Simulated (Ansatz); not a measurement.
# What Si → Be does to CrSiTe3

Consider CrSiTe₃ (space group R-3, No. 148; a = 6.8080 Å, c = 20.8740 Å (hexagonal axes); ferromagnetic; a cell from a computed database, its experimental status unchecked; layered, stacked along the Cartesian z axis).

Now apply this change: full substitution Si → Be; the structure is relaxed again.

Level of theory: Kohn–Sham DFT with the r2SCAN+rVV10 functional, run in Ansatz (a program for electronic structure) with PAW and 500 eV plane waves, no spin-orbit coupling. Settings: 8×8×8 k-points, 0.05 eV Fermi–Dirac smearing, for the changed cell.

The density rises by 0.363 g/cm³, from 5.50 g/cm³ to 5.87 g/cm³ and the c/a ratio drops by 0.3665, from 3.066 to 2.700. The shortest interatomic distance grows by 0.098 Å, from 2.273 Å to 2.371 Å and the band gap goes from 0.71 eV to zero (an upper bound: an edge found on the path is not a true extremum; the base alone). The magnetic state is still ferromagnetic and the largest site moment drops by 0.17 μB, from 3.20 μB to 3.03 μB.

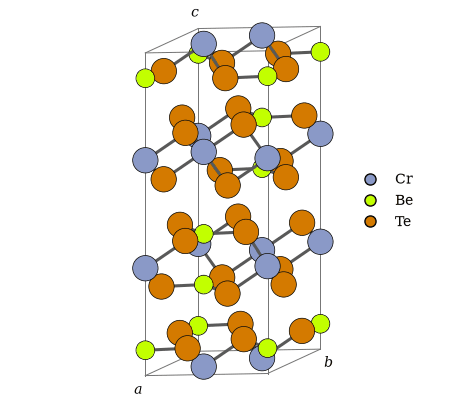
Fig. 1. The relaxed conventional cell after the change

Other magnetic orders, which the real material may have, were not ruled out. With Te present, leaving out spin-orbit coupling can change the band edges. No phonon test of stability was made. As relaxed here, BeCrTe3 is a hypothetical phase, not in the database extracts checked.
